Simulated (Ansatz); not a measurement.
# CMo: the cost of one run

Method: the levels named in each step, in Ansatz 0.2.0.

### 1 The starting structure

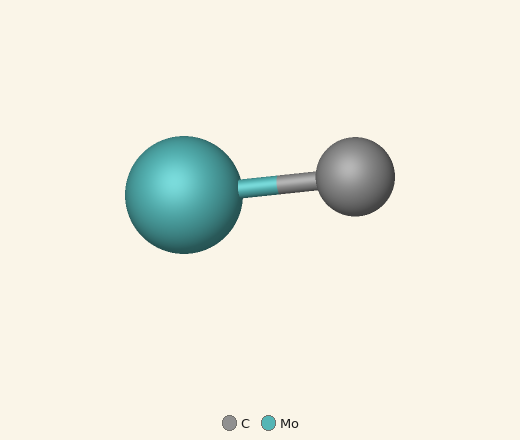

The starting structure, seen from a chosen angle (carbon grey, molybdenum teal).

Coordinates:

```xyz
2

C     0.0000    0.0000    0.0000
Mo    0.0000    0.0000    1.8658
```

### 2 A rough first relaxation, PBE-D4/def2-SVP

This run stands in another session on the same molecule. It ended at:

```xyz
2

C     0.0000    0.0000    0.0938
Mo    0.0000    0.0000    1.7720
```

### 3 Relaxation, HF/def2-SVP

Contents of input.yaml:

```yaml
crystal:
  periodic: [false, false, false]
  atoms:
    - { symbol: C, position_ang: [0.0, 0.0, 0.09380176] }
    - { symbol: Mo, position_ang: [0.0, 0.0, 1.77199824] }
magnetization:
  spin_polarized: true
  initial_magnetization: 2
basis:
  gaussian: { orbitals: def2-SVP }
hamiltonian:
  xc: hf
relax:
  f_tol: 0.002
  max_steps: 150
```

Run with:

```bash
> ansatz run input.yaml --threads 1 --pin off --max-ram 2560MiB --backend cpu --events-out ev --progress --plain --runs-dir out
```

Q: Estimate wall time and peak memory on 1 thread of Intel Xeon at 2.50GHz (Skylake/Cascade Lake), shared host.

About 29 s, with a peak of 0.1 GiB.
